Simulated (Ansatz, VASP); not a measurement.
# ZnS (Sphalerite) in two plane-wave programs, part 2 of 2

One calculation is typed for both programs; each brings its own data sets and cutoff. How far apart do they land?

VASP 6.6.1 and Ansatz 0.2.0.

So far. Step 3 (VASP: band structure, PBE): The run ends at a pressure of 1.38 GPa.

**5. VASP: band structure, r2SCAN**

Level of this step: r2SCAN; plane waves and PAW (Zn, S) (VASP).

The same path points are solved in both programs, so levels can be compared one by one.

Contents of INCAR:

```
SYSTEM = ZnS
PREC = Accurate
ENCUT = 350
EDIFF = 1E-06
NELM = 100
ISMEAR = 0
SIGMA = 0.03
LREAL = .FALSE.
ALGO = Normal
METAGGA = R2SCAN
LASPH = .TRUE.
NBANDS = 21
LORBIT = 11
LWAVE = .FALSE.
LCHARG = .FALSE.
KPAR = 4
```

Contents of POSCAR:

```
ZnS
1.0
    0.0000000000      2.7046500000      2.7046500000
    2.7046500000      0.0000000000      2.7046500000
    2.7046500000      2.7046500000      0.0000000000
Zn S
1 1
Direct
    0.0000000000      0.0000000000      0.0000000000
    0.7500000000      0.7500000000      0.7500000000
```

Contents of KPOINTS:

```
Automatic mesh
0
Gamma
8 8 8
0 0 0
```

Contents of KPOINTS_OPT:

```
Line mode
10
Line-mode
Reciprocal
  0.00000000   0.00000000   0.00000000 GAMMA
  0.50000000   0.00000000   0.50000000 X

  0.50000000   0.00000000   0.50000000 X
  0.50000000   0.25000000   0.75000000 W

  0.50000000   0.25000000   0.75000000 W
  0.37500000   0.37500000   0.75000000 K

  0.37500000   0.37500000   0.75000000 K
  0.00000000   0.00000000   0.00000000 GAMMA

  0.00000000   0.00000000   0.00000000 GAMMA
  0.50000000   0.50000000   0.50000000 L

  0.50000000   0.50000000   0.50000000 L
  0.62500000   0.25000000   0.62500000 U

  0.62500000   0.25000000   0.62500000 U
  0.50000000   0.25000000   0.75000000 W

  0.50000000   0.25000000   0.75000000 W
  0.50000000   0.50000000   0.50000000 L

  0.50000000   0.50000000   0.50000000 L
  0.37500000   0.37500000   0.75000000 K

  0.62500000   0.25000000   0.62500000 U
  0.50000000   0.00000000   0.50000000 X
```

PAW data sets: Zn and S (PBE family, release 64).

Run with:

```console
$ mpirun -np 4 vasp_std
```

Numbers of over 12 decimals in the logs are rounded to 6 here.

The log of the run:

```text
[banner, memory and clock lines left out]
running    4 mpi-ranks, on    1 nodes
[...]
|                                                                             |
|               ----> ADVICE to this user running VASP <----                  |
|                                                                             |
|     You enforced a specific xc type in the INCAR file but a different       |
|     [... a line on the potential file left out ...]
|     I HOPE YOU KNOW WHAT YOU ARE DOING!                                     |
|                                                                             |

 LDA part: xc-table for (None), standard interpolation
 POSCAR, INCAR and KPOINTS ok, starting setup
[...]
entering main loop
       N       E                     dE             d eps       ncg     rms          rms(c)
DAV:   1     0.805463724299E+02    0.80546E+02   -0.66896E+03  1231   0.795E+02
DAV:   2    -0.141787800120E+02   -0.94725E+02   -0.86321E+02  1263   0.206E+02
[...]
DAV:  14    -0.188540478440E+02   -0.20535E-05   -0.41720E-07   739   0.168E-02    0.347E-03
DAV:  15    -0.188540489759E+02   -0.11318E-05   -0.11183E-07   674   0.496E-03    0.269E-03
DAV:  16    -0.188540488595E+02    0.11641E-06   -0.40957E-08   669   0.357E-03
   1 F= -.18854049E+02 E0= -.18854049E+02  d E =-.288947E-15
 Start KPOINTS_OPT (optional k-point list driver)
k-point batch [1-29\100]
       N       E                     dE             ncg
DAV:   1     0.881345189033E+03   -0.13336E+05     1234
DAV:   2    -0.180569559599E+04   -0.26870E+04     1266
DAV:   3    -0.201679170823E+04   -0.21110E+03     1447
DAV:   4    -0.201905874817E+04   -0.22670E+01     1408
DAV:   5    -0.201906948655E+04   -0.10738E-01     1437
DAV:   6    -0.201906957339E+04   -0.86839E-04     1451
DAV:   7    -0.201906957426E+04   -0.87173E-06     1289
[...]
k-point batch [88-100\100]
       N       E                     dE             ncg
DAV:   1     0.851431450905E+04   -0.70024E+04      559
DAV:   2     0.731189504555E+04   -0.12024E+04      559
DAV:   3     0.722007650559E+04   -0.91819E+02      669
DAV:   4     0.721913200463E+04   -0.94450E+00      601
DAV:   5     0.721912743022E+04   -0.45744E-02      670
DAV:   6     0.721912738947E+04   -0.40754E-04      606
DAV:   7     0.721912738899E+04   -0.47988E-06      648
```

From OUTCAR (step 5):

```text
  Total       -0.2859491     -0.2859491     -0.2859491      0.0000000      0.0000000     -0.0000000
  in kB      -11.5780681    -11.5780681    -11.5780681      0.0000000      0.0000000     -0.0000000
  external PRESSURE =     -11.5780681 kB  Pullay stress =       0.0000000 kB

 POSITION                                       TOTAL-FORCE (eV/Angst)
 -----------------------------------------------------------------------------------
      0.00000      0.00000      0.00000         0.000000      0.000000      0.000000
      4.05697      4.05697      4.05697        -0.000000     -0.000000     -0.000000
 -----------------------------------------------------------------------------------
    total drift:                               -0.000009     -0.000009     -0.000009

  FREE ENERGIE OF THE ION-ELECTRON SYSTEM (eV)
  ---------------------------------------------------
  free  energy   TOTEN  =       -18.8540488595 eV

  energy  without entropy=      -18.8540488595  energy(sigma->0) =      -18.85404886

[... 2 parts as in an earlier step ...]

[... 1 further part left out ...]
[key lines of the parts left out:]
E-fermi :   1.9613
```

The run ends at a pressure of -1.16 GPa.

**6. Ansatz: band structure, r2SCAN**

The same cell, functional, mesh and smearing now go to Ansatz, which takes its cutoff from its data sets.

Contents of input.yaml:

```yaml
crystal:
  lattice:
    - [0.0, 2.70465, 2.70465]
    - [2.70465, 0.0, 2.70465]
    - [2.70465, 2.70465, 0.0]
  atoms:
    - { symbol: Zn, position: [0.0, 0.0, 0.0] }
    - { symbol: S, position: [0.75, 0.75, 0.75] }
hamiltonian:
  xc: r2scan
  pseudopotentials: { kind: paw }
kpoints:
  mp_grid: { grid: [8, 8, 8] }
  band_path:
    path:
      - [0.0, 0.0, 0.0]
      - [0.16667, 0.0, 0.16667]
      - [0.33333, 0.0, 0.33333]
      - [0.5, 0.0, 0.5]
      - [0.5, 0.08333, 0.58333]
      - [0.5, 0.19444, 0.69444]
      - [0.5, 0.25, 0.75]
      - [0.45833, 0.29167, 0.75]
      - [0.40278, 0.34722, 0.75]
      - [0.375, 0.375, 0.75]
      - [0.20833, 0.20833, 0.41667]
      - [0.08333, 0.08333, 0.16667]
      - [0.0, 0.0, 0.0]
      - [0.22222, 0.22222, 0.22222]
      - [0.38889, 0.38889, 0.38889]
      - [0.51389, 0.47222, 0.51389]
      - [0.55556, 0.38889, 0.55556]
      - [0.61111, 0.27778, 0.61111]
      - [0.61111, 0.25, 0.63889]
      - [0.56944, 0.25, 0.68056]
      - [0.51389, 0.25, 0.73611]
      - [0.5, 0.27778, 0.72222]
      - [0.5, 0.38889, 0.61111]
      - [0.5, 0.47222, 0.52778]
      - [0.48611, 0.48611, 0.52778]
      - [0.43056, 0.43056, 0.63889]
      - [0.38889, 0.38889, 0.72222]
      - [0.59722, 0.19444, 0.59722]
      - [0.55556, 0.11111, 0.55556]
      - [0.5, 0.0, 0.5]
    npoints: 1
scf:
  occupations: { method: gaussian, width: 0.03 }
  n_extra_bands: 7
output:
  forces: true
  stress: true
  eigenvalues: true
```

Run with:

```console
$ ansatz run input.yaml --threads 2 --pin off --max-ram 4608MiB --backend cpu --events-out ev --progress --plain --runs-dir out
```

The log of the run:

```text
[...]
Crystal: 2 atoms, lattice volume = 39.570 Å³
Basis set: ecut = 500 eV, 965 PW (Γ), exchange–correlation on 120×120×120 points (64 copies of the dense FFT grid, shifted against one another)
Bands: 16, of which v1, the nominal top of the filled ones, is band 9 counted from 1 (8 counted from 0)
Symmetry: 24 space group operations
[...]
k-point 0: bands = [... 5 lower, -0.4806, 5.4705, 5.4705, 5.4705, 8.1218, 12.3446, 12.3446, 12.3446, ... 3 higher]
  k-point 1: bands = [... 5 lower, -0.4821, 4.3864, 5.3211, 5.3211, 8.9128, 12.2430, 12.6046, 12.6046, ... 3 higher]
  k-point 2: bands = [... 5 lower, -0.4788, 2.6279, 4.9939, 4.9939, 9.4601, 12.9025, 12.9717, 12.9717, ... 3 higher]
  k-point 28: bands = [... 5 lower, -0.0821, 0.8482, 2.6759, 2.6937, 11.5061, 12.0377, 13.9122, 14.1274, ... 3 higher]
[key lines of the parts left out:]
SCF converged after 6 iterations
Free energy (F): -4233.449069 eV
Fermi energy:    6.796326 eV
P = ⅓ Tr σ = -0.8608 GPa (-8.608 kbar)
```

It took 2.7 s on 2 threads of Arm Neoverse V2, shared host; peak memory 0.42 GiB.

**7. Differences**

What differs besides the data sets and the points named for the pairs above, as far as they apply: VASP keeps PBE cores, Ansatz makes them for the functional; the cutoff is 500 eV in Ansatz and 350 eV in VASP. Total energies have different zeros and are not compared.

Both answers:

```
                     quantity  Ansatz   VASP  difference
               pressure (GPa)   -0.86  -1.16       +0.30
gap over the path points (eV)   2.651  2.656      -0.005
```

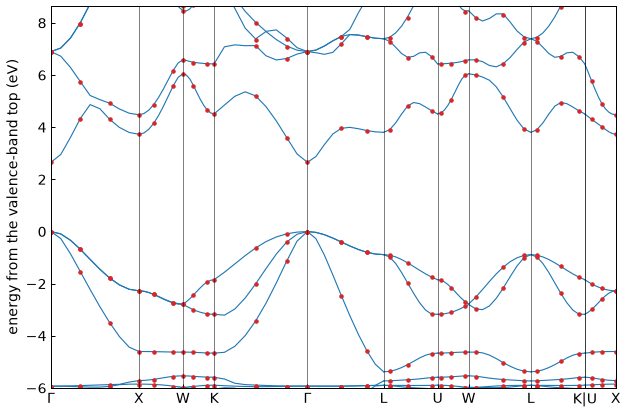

Bands from VASP (lines) and levels from Ansatz (dots). Dots without a line are higher empty bands that the VASP plot leaves out.

Levels at points of the path, from each program's valence-band top (eV; 4 filled, then empty):

```
k (reciprocal lattice)                                   Ansatz                                     VASP
     0.000 0.000 0.000      -5.95 0.00 0.00 0.00 2.65 6.87 6.87      -5.93 0.00 0.00 0.00 2.66 6.90 6.90
     0.167 0.000 0.167   -5.93 -1.53 -0.68 -0.68 4.33 5.74 7.97   -5.91 -1.53 -0.68 -0.68 4.33 5.75 8.01
     0.333 0.000 0.333   -5.89 -3.49 -1.78 -1.78 4.30 4.91 9.99  -5.87 -3.49 -1.78 -1.78 4.30 4.92 10.02
     0.500 0.000 0.500  -5.73 -4.60 -2.27 -2.27 3.73 4.47 11.71  -5.71 -4.60 -2.27 -2.27 3.73 4.48 11.73
     0.500 0.083 0.583  -5.69 -4.61 -2.41 -2.40 4.14 4.86 10.93  -5.67 -4.61 -2.41 -2.41 4.15 4.87 10.98
     0.500 0.194 0.694   -5.57 -4.62 -2.74 -2.72 5.58 6.16 9.03   -5.55 -4.62 -2.74 -2.72 5.59 6.18 9.06
     0.500 0.250 0.750   -5.55 -4.62 -2.79 -2.78 6.04 6.57 8.44   -5.53 -4.62 -2.80 -2.78 6.05 6.58 8.47
     0.458 0.292 0.750   -5.57 -4.63 -3.00 -2.44 5.60 6.48 8.67   -5.55 -4.63 -3.00 -2.44 5.61 6.49 8.71
     0.403 0.347 0.750   -5.60 -4.66 -3.15 -1.93 4.66 6.42 9.65   -5.58 -4.66 -3.15 -1.93 4.66 6.44 9.70
     0.375 0.375 0.750   -5.61 -4.66 -3.17 -1.85 4.51 6.41 9.91   -5.59 -4.66 -3.17 -1.85 4.51 6.43 9.96
```

Among the levels compared (up to four filled and three empty ones at each point), filled levels agree within 25 meV and empty ones within 49 meV.

**8. Ansatz: dielectric response, LDA**

The response to a field tests empty states and converges slowly with the mesh.

Contents of input.yaml:

```yaml
crystal:
  lattice:
    - [0.0, 2.70465, 2.70465]
    - [2.70465, 0.0, 2.70465]
    - [2.70465, 2.70465, 0.0]
  atoms:
    - { symbol: Zn, position: [0.0, 0.0, 0.0] }
    - { symbol: S, position: [0.75, 0.75, 0.75] }
hamiltonian:
  xc: lda
  pseudopotentials: { kind: paw }
kpoints:
  mp_grid: { grid: [10, 10, 10] }
scf:
  occupations: { method: fixed }
dielectric:
  method: response
```

The log of the run:

```text
[...]
Crystal: 2 atoms, lattice volume = 39.570 Å³
Basis set: ecut = 420 eV, 749 PW (Γ), exchange–correlation on 54×54×54 points (8 copies of the dense FFT grid, shifted against one another)
Bands: 13, of which v1, the nominal top of the filled ones, is band 9 counted from 1 (8 counted from 0)
Symmetry: 24 space group operations
k-points: 171 of 1000 (irreducible under 4 space group operations, time reversal used)
[...]
site 0:
         1.99030    0.00000   -0.00000
        -0.00000    1.99030    0.00000
         0.00000    0.00000    1.99030
    site 1:
        -1.99030   -0.00000    0.00000
         0.00000   -1.99030   -0.00000
        -0.00000   -0.00000   -1.99030
  Z* charge neutrality: 5.838e-5 e pre-enforcement
  solved inside a basis spanned on kpoints, on 10×10×10 k-points, its susceptibility summed on 14×14×14: ε∞ is read to err by 1.6e-2, Z* by 1.2e-2 e (field_mesh: kpoints solves on kpoints); Z* is corrected for what the basis lacks
[key lines of the parts left out:]
SCF converged after 8 iterations
Free energy (F): -4117.401445 eV
Fermi energy:    5.468213 eV
```

Wall time 23 s (2 threads); peak memory 0.55 GiB.

**9. VASP: dielectric response, LDA**

The same cell, functional (in two slightly different forms) and mesh now go to VASP, with its own data sets and cutoff.

Contents of INCAR:

```
SYSTEM = ZnS
PREC = Accurate
ENCUT = 350
EDIFF = 1E-08
NELM = 100
ISMEAR = 0
SIGMA = 0.01
LREAL = .FALSE.
ALGO = Normal
GGA = CA
NBANDS = 15
LORBIT = 11
LWAVE = .FALSE.
LCHARG = .FALSE.
KPAR = 4
LEPSILON = .TRUE.
```

POSCAR is that of step 5.

Contents of KPOINTS:

```
Automatic mesh
0
Gamma
10 10 10
0 0 0
```

The projector-augmented-wave data sets are Zn and S (LDA family, release 64).

Run with:

```console
$ mpirun -np 4 vasp_std
```

The log of the run:

```text
[banner, memory and clock lines left out]
running    4 mpi-ranks, on    1 nodes
[...]
LDA part: xc-table for (Slater(with rela. corr.)+CA(PZ))
 , standard interpolation
 POSCAR, INCAR and KPOINTS ok, starting setup
[...]
entering main loop
       N       E                     dE             d eps       ncg     rms          rms(c)
DAV:   1     0.729098192886E+02    0.72910E+02   -0.72591E+03  1410   0.111E+03
DAV:   2    -0.412276546280E+01   -0.77033E+02   -0.72761E+02  1627   0.224E+02
DAV:   3    -0.855432751110E+01   -0.44316E+01   -0.44189E+01  1760   0.572E+01
DAV:   4    -0.859722500110E+01   -0.42897E-01   -0.42891E-01  1718   0.594E+00
[...]
DAV:  12    -0.817253939406E+01   -0.10219E-06   -0.79906E-07  1725   0.682E-03    0.162E-03
DAV:  13    -0.817253936944E+01    0.24623E-07   -0.63465E-08  2084   0.339E-03    0.554E-04
DAV:  14    -0.817253936985E+01   -0.41041E-09   -0.59294E-09   992   0.566E-04
   1 F= -.81725394E+01 E0= -.81725394E+01  d E =-.425097E-39
[...]
RMM:  11    -0.600563073136E+00    0.22997E-07   -0.57128E-09  8188   0.154E-04    0.205E-05
RMM:  12    -0.600562916383E+00    0.15675E-06    0.24583E-08  4986   0.597E-05    0.277E-06
 change of polarisation eV/A/(eV/A) component  2 :     0.223     1.140     0.120
 dielectric tensor                  component  2 :     1.022     6.213     0.548
 Linear response to external field, progress :
  Direction:   3
       N       E                     dE             d eps       ncg     rms          rms(c)
RMM:   1    -0.588620338831E+00   -0.58862E+00   -0.23537E+00  6987   0.371E+00
RMM:   2    -0.623303573759E+00   -0.34683E-01   -0.14518E-02  9241   0.796E-01    0.146E+00
RMM:   3    -0.585819082176E+00    0.37484E-01   -0.26615E-02  8937   0.860E-01    0.760E-01
RMM:   4    -0.592164986356E+00   -0.63459E-02   -0.19057E-02  9125   0.725E-01    0.183E-01
[...]
RMM:  10    -0.600562855721E+00   -0.49953E-05   -0.50556E-08  8928   0.367E-04    0.166E-04
RMM:  11    -0.600561234557E+00    0.16212E-05   -0.13651E-08  8198   0.154E-04    0.207E-05
RMM:  12    -0.600562348669E+00   -0.11141E-05    0.14037E-08  5003   0.597E-05    0.275E-06
 change of polarisation eV/A/(eV/A) component  3 :     0.181     0.209     1.140
 dielectric tensor                  component  3 :     0.827     0.956     6.213
 Born effective charges drift removed
```

From OUTCAR (step 9):

```text
  Total       -1.1774038     -1.1774038     -1.1774038      0.0000000     -0.0000000     -0.0000000
  in kB      -47.6730358    -47.6730358    -47.6730358      0.0000000     -0.0000000     -0.0000000
  external PRESSURE =     -47.6730358 kB  Pullay stress =       0.0000000 kB

 POSITION                                       TOTAL-FORCE (eV/Angst)
 -----------------------------------------------------------------------------------
      0.00000      0.00000      0.00000         0.000000     -0.000000     -0.000000
      4.05697      4.05697      4.05697        -0.000000      0.000000      0.000000
 -----------------------------------------------------------------------------------
    total drift:                               -0.000001     -0.000001     -0.000001

 MACROSCOPIC STATIC DIELECTRIC TENSOR (including local field effects in DFT)
 ------------------------------------------------------
           6.212601    -0.000000    -0.000000
           0.000000     6.212601     0.000000
           0.000000     0.000000     6.212601
 ------------------------------------------------------

[... 1 part as in an earlier step ...]

[... 1 further part left out ...]
```

**10. Differences**

What differs besides the data sets and the points named for the pairs above, as far as they apply: the two LDA forms differ slightly; VASP's response is taken on the typed mesh, Ansatz refines its own for the field response alone; Ansatz makes its cores anew for this functional, VASP keeps those of its LDA data sets. Total energies have different zeros and are not compared.

The two programs side by side:

```
                                     quantity  Ansatz   VASP  difference
                                        ε∞ xx    6.23   6.21     +0.31 %
                                        ε∞ yy    6.23   6.21     +0.31 %
                                        ε∞ zz    6.23   6.21     +0.31 %
Born charge of Zn1 (mean of the diagonal) (e)    1.99   2.00       -0.01
 Born charge of S2 (mean of the diagonal) (e)   -1.99  -2.00       +0.01
```

**11. Summary of results**

```
difference in gap over the path points (band structure, PBE)    : 3.0e-4 eV
difference in gap over the path points (band structure, r2SCAN) : -0.0051 eV
difference in ε∞ xx (dielectric response, LDA)                  : 0.31 %
```

The difference in gap over the path points is -0.0051 eV (band structure, r2SCAN), within the 0.08 eV picked in this series as the mark of a large difference. 1 further run on this material is not shown. How closely two codes agree says nothing of how well the functional describes the real material.

[Lines on the potential files, build, host, timing and source positions are cut from VASP's logs without a mark.]

[Logs are printed without paths, hosts, clocks, repeated set-up lines and the standing remarks that a program may print on its own settings, such as how far it seeks lower states.]

[Hosts, paths, dates, database ids (printed as entryN), source tags and the programs' standing remarks are cut or masked in the printed files.]
